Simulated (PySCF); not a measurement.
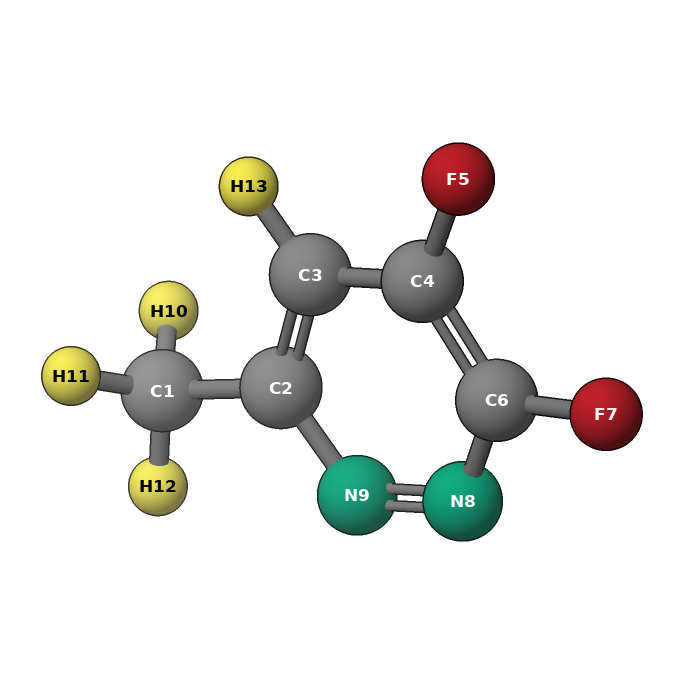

The geometry was computed by an optimisation with GFN2-xTB. No frequency run is at hand to confirm it as a minimum. Level of theory: B3LYP/pcJ-1 indirect spin-spin coupling, non-relativistic, gas phase (PySCF 2.14.0). Isotopes: 13C, 19F, 1H, 15N.

Give the spin–spin coupling constants of these pairs, with the number of bonds between them: C6/F7, C3/F5, C4/F7, F5/C6, F7/N8, C2/F5, C3/F7, F5/F7, F5/H13, F5/N8.

```csv
pair,bonds apart,J (Hz)
"C6, F7",1,−305.2
"C3, F5",2,4.1
"C4, F7",2,21.7
"F5, C6",2,2.1
"F7, N8",2,−55.1
"C2, F5",3,−4.2
"C3, F7",3,2.0
"F5, F7",3,−22.0
"F5, H13",3,11.3
"F5, N8",3,−4.7
```

Density functionals are unreliable for couplings to fluorine, so those rows may be far off.
